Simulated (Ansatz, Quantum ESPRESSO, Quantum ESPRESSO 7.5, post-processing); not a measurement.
# The basal face of Ru: relaxation and work function

Wanted: relaxation and work function of Ru(0001).

Calculated with Quantum ESPRESSO 7.5; plane-wave DFT, PBE, GBRV ultrasoft pseudopotentials (geometry and cross-check by Ansatz 0.2.0 with PAW datasets; geometry under PBE).

The experiments to compare with:

For Ru (polycrystalline sample, no single face), “Anisotropic work function of elemental crystals” (2019, arxiv:1902.07811) quotes earlier work: work function, loosely compared (polycrystalline sample, no single face) 4.7 eV.

Most raw output is cut from this account.

## Step 1: The structure

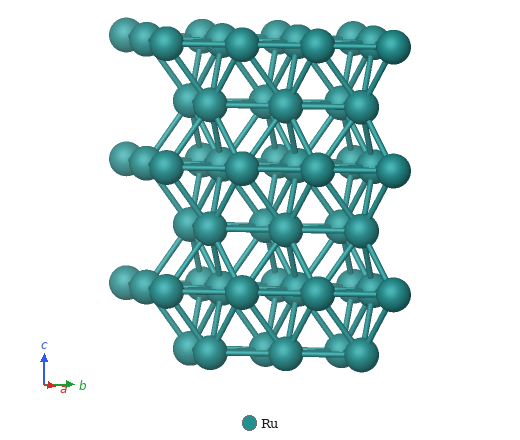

The cell as given, from the side, with the c axis up (ruthenium teal). 2×3×1 cells are drawn. Some periodic images of atoms are drawn too.

The cell holds 6 atoms: 6 Ru. Cell: a = 2.700 Å, b = 2.700 Å, c = 26.692 Å, α = 90.0°, β = 90.0°, γ = 60.0°. It derives from Ru. Vacuum lies along c.

## Step 2: Geometry from Ansatz of (0001)

A relaxation in Ansatz fixes the structure of this slab for the runs on it.

Input file input.yaml:

```yaml
crystal:
  lattice:
    - [2.7, 0.0, 0.0]
    - [1.35, 2.3382685902, 0.0]
    - [0.0, 0.0, 26.692]
  atoms:
    - { symbol: Ru, position: [0.6666666667, 0.6666666667, 0.2997152705] }
    - { symbol: Ru, position: [0.0, 0.0, 0.3798291623] }
    - { symbol: Ru, position: [0.6666666667, 0.6666666667, 0.4599430541] }
    - { symbol: Ru, position: [0.0, 0.0, 0.5400569459] }
    - { symbol: Ru, position: [0.6666666667, 0.6666666667, 0.6201708377] }
    - { symbol: Ru, position: [0.0, 0.0, 0.7002847295] }
kpoints:
  mp_grid: { grid: [12, 12, 1] }
hamiltonian:
  xc: pbe
scf:
  occupations: { method: fermi_dirac, width: 0.1 }
  convergence: { dr2_threshold: 1.0e-08 }
efield:
  axis: 3
  dipole_correction: true
  ramp_position: 0.97
  ramp_width: 0.04
relax:
  f_tol: 0.01
  constraints: [{ sites: [2, 3] }]
output:
  write_potential: true
  write_density: true
  volumetric_format: npy
```

Started as:

```
ansatz run input.yaml --threads 2 --pin off --max-ram 4096MiB --backend cpu --events-out ev --progress --plain --runs-dir out
```

It took 38 s on 2 threads of Arm Neoverse V1, shared host; peak memory 0.47 GiB.

The steps of the relaxation:

```tsv
step	energy less that of the first step (eV)	largest force component (eV/Å)
1	0.0000	0.6944
2	-0.0303	0.3272
3	-0.0397	0.0262
4	-0.0398	0.0038
```

Forces are held to the 6 operations that the run works with; a distortion that breaks them can't arise in this run.

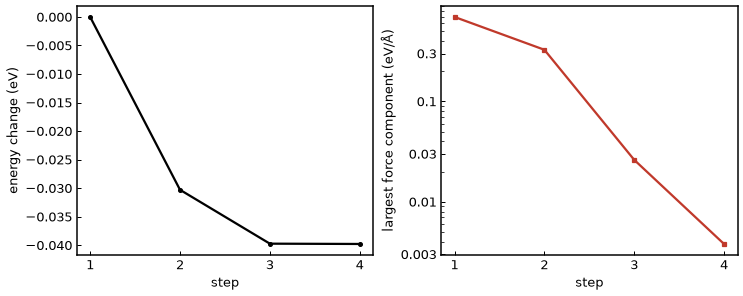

Energy and largest force along the relaxation.

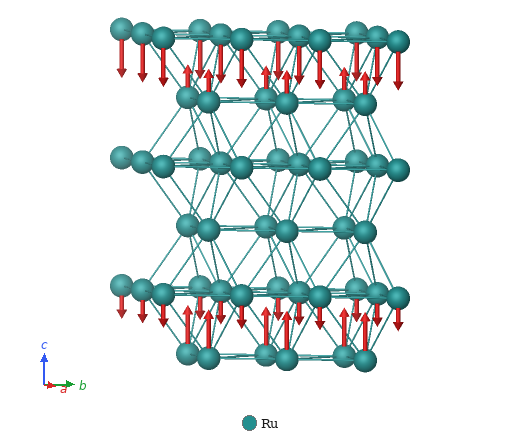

Displacements in the relaxation, exaggerated; the longest in the cell stands for 0.04 Å. 2×3×1 cells are drawn. Some periodic images of atoms are drawn too.

The atoms that moved most (Å):

```tsv
atom	dx	dy	dz	length
Ru1	0.000	0.000	0.039	0.039
Ru6	0.000	0.000	-0.039	0.039
Ru5	0.000	0.000	0.024	0.024
Ru2	0.000	0.000	-0.024	0.024
```

The relaxation lowers the energy by 7 meV an atom. Held were the atoms numbered 3 and 4; the forces quoted are those on the free ones.

Read from the output:

| Item | Value |
| --- | --- |
| free energy | -35270.1681 eV |
| energy at zero smearing | -35270.0686 eV |
| smearing term TS | 0.1990 eV |
| Fermi energy | 8.849 eV |
| symmetry operations | 6 |
| work function of the upper face | 5.028 eV |
| work function of the lower face | 5.028 eV |
| dipole along the normal | -8.56e-6 e·Å |

## Step 3: Ground state of (0001), PBE

Both faces of the slab are alike, so a plain periodic cell serves and symmetry is kept.

Level of this step: plane-wave DFT, PBE, GBRV ultrasoft pseudopotentials (Quantum ESPRESSO 7.5).

Input file 0001.pbe.in:

```
&control
  prefix = '0001.pbe'
  outdir = './out'
  pseudo_dir = './pseudo'
  calculation = 'scf'
  tprnfor = .true.
/
&system
  ibrav = 0
  nat = 6
  ntyp = 1
  ecutwfc = 40
  ecutrho = 200
  occupations = 'smearing'
  smearing = 'mv'
  degauss = 0.02
/
&electrons
  conv_thr = 1e-07
  mixing_beta = 0.4
  electron_maxstep = 120
  mixing_mode = 'local-TF'
/
ATOMIC_SPECIES
  Ru  101.0700  ru_pbe_v1.2.uspp.F.UPF
CELL_PARAMETERS angstrom
  2.69999999998962 0.00000000000000 0.00000000000000
  1.34999999999481 2.33826859020899 0.00000000000000
  0.00000000000000 0.00000000000000 26.69200000000000
ATOMIC_POSITIONS crystal
  Ru  0.666666666667 0.666666666667 0.301188887218
  Ru  -0.000000000000 -0.000000000000 0.378945365954
  Ru  0.666666666667 0.666666666667 0.459943054100
  Ru  0.000000000000 0.000000000000 0.540056945900
  Ru  0.666666666667 0.666666666667 0.621054642008
  Ru  -0.000000000000 0.000000000000 0.698811146468
K_POINTS automatic
  12 12 1 0 0 0
```

Started as:

```
OMP_NUM_THREADS=1 mpirun -n 2 pw.x -nk 2 -in 0001.pbe.in > 0001.pbe.out
```

It took 97 s on 2 MPI ranks; peak memory 0.29 GiB; 3.2 min of CPU time.

Read from the output:

* free energy: -15856.0957 eV
* Fermi energy: 8.965 eV

## Step 4: Potential by pp.x of (0001)

plot_num = 11 writes the bare and Hartree potential. It leaves out exchange and correlation, which fade slowly, so it flattens close to the surface.

Input file 0001.pbe.pot.in:

```
&inputpp
  prefix = '0001.pbe'
  outdir = './out'
  filplot = '0001.pbe.pot.dat'
  plot_num = 11
/
```

Started as:

```
OMP_NUM_THREADS=1 mpirun -n 2 pp.x -in 0001.pbe.pot.in > 0001.pbe.pot.out
```

The job ended after 0.93 s (2 MPI ranks; peak memory 0.12 GiB).

Numbers from this step:

| Quantity | Value |
| --- | --- |
| work function of the upper face | 5.025 eV |
| slope of the potential above | 2.87e-4 eV/Å |
| upper vacuum line continued to the top atoms, over the Fermi level | 5.024 eV |
| work function of the lower face | 5.025 eV |
| slope of the potential below | -2.32e-4 eV/Å |
| lower vacuum line continued to the bottom atoms, over the Fermi level | 5.024 eV |

The potential energy, planar mean oscillates, so the rows of the table below give means over windows of 2.11 Å about each position, cut where the curve ends. Its maxima inside the range that stand out by 2 % of the span (Å: eV): 9.1: -2.64, 11.2: -1.84, 13.3: -2.00, 15.5: -1.84, 17.6: -2.64. Its minima: 8.0: -48.7, 10.1: -49.3, 12.2: -48.8, 14.5: -48.8, 16.6: -49.3, 18.7: -48.7.

Electrostatic potential energy of an electron; zero at the Fermi level. Table of potential energy, planar mean by z; means over each step:

```tsv
z (Å)	potential energy, planar mean (eV)
1.05	5.03
3.17	5.02
5.28	4.86
7.39	-16.5
9.50	-21.0
11.61	-19.9
13.72	-20.1
15.83	-19.8
17.94	-21.0
20.05	-0.788
22.16	5.00
24.27	5.03
26.38	5.03
```

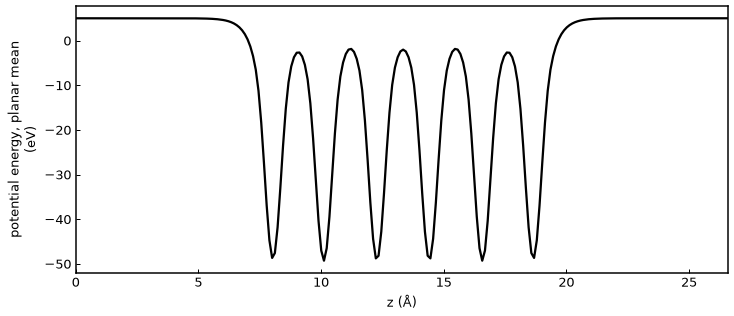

Potential energy, planar mean, plotted against z.

## Step 5: Self-consistent run of (0001), LDA

The same atoms under a second functional.

Level of this step: plane-wave DFT, LDA, GBRV ultrasoft pseudopotentials (Quantum ESPRESSO 7.5).

0001.lda.in, as its differences from the input of step 3:

```diff
@@ -1,3 +1,3 @@
 &control
-  prefix = '0001.pbe'
+  prefix = '0001.lda'
   outdir = './out'
@@ -24,3 +24,3 @@
 ATOMIC_SPECIES
-  Ru  101.0700  ru_pbe_v1.2.uspp.F.UPF
+  Ru  101.0700  ru_lda_v1.2.uspp.F.UPF
 CELL_PARAMETERS angstrom
```

Started as:

```
OMP_NUM_THREADS=1 mpirun -n 2 pw.x -nk 2 -in 0001.lda.in > 0001.lda.out
```

Wall time 1.7 min (2 MPI ranks); peak memory 0.29 GiB.

Numbers from this step:

* free energy: -15870.2930 eV
* Fermi energy: 8.628 eV

## Step 6: Potential by pp.x of (0001)

Input file 0001.lda.pot.in:

```
&inputpp
  prefix = '0001.lda'
  outdir = './out'
  filplot = '0001.lda.pot.dat'
  plot_num = 11
/
```

Started as:

```
OMP_NUM_THREADS=1 mpirun -n 2 pp.x -in 0001.lda.pot.in > 0001.lda.pot.out
```

It took 0.9 s on 2 MPI ranks; peak memory 0.12 GiB.

This step gave:

| Item | Value |
| --- | --- |
| work function of the upper face | 5.393 eV |
| slope of the potential above | 2.15e-4 eV/Å |
| upper vacuum line continued to the top atoms, over the Fermi level | 5.392 eV |
| work function of the lower face | 5.393 eV |
| slope of the potential below | -1.85e-4 eV/Å |
| lower vacuum line continued to the bottom atoms, over the Fermi level | 5.392 eV |

On (0001) the work function under LDA lies +0.37 eV from PBE's.

## Step 7: The series side by side

All levels:

```tsv
level	work function (eV)	Ansatz, PBE (eV)	CPU time (s)
(0001), PBE	5.025	5.028	192.9
(0001), LDA	5.393	-	201.7
```

## Step 8: A check by hand

For (0001) under PBE, on the run's own zero: φ = 13.990 − (8.965) = 5.025 eV.

## Step 9: Outcome

| Quantity | Value |
| --- | --- |
| work function of (0001), PBE | 5.03 eV |
| work function of (0001), LDA | 5.39 eV |

**Reading.** Under PBE the work function is 5.03 eV on (0001). LDA lies +0.37 eV from PBE on the same atoms. The top two spacings change by -2.9 and +1.1 % on (0001). Ansatz, with Fermi-Dirac smearing and its own datasets, agrees within 0.00 eV under PBE. The slabs are thin and unreconstructed, at the tabulated lattice constant; thickness and mesh leave some 0.05 to 0.1 eV open.

Computed beside measured:

```
                                                                     quantity  measured      (0001), PBE
work function, loosely compared (polycrystalline sample, no single face) (eV)       4.7  5.03 (+0.33 eV)
```

Measured values from arxiv:1902.07811 (2019).

Verdict: The work function, set beside that of the polycrystal, is off by +0.33 eV. A polycrystal averages over faces, so this is a loose comparison.

[Logs are printed without paths, hosts, clocks, repeated set-up lines and the standing remarks that a program may print on its own settings, such as how far it seeks lower states.]

[Hosts, paths, dates, database ids (printed as entryN), source tags and the programs' standing remarks are cut or masked in the printed files.]

[Maps of the electrostatic potential energy from Ansatz leave out the sawtooth potential of an applied field or a dipole correction, so their vacuum need not be flat; planar profiles and work functions include it.]
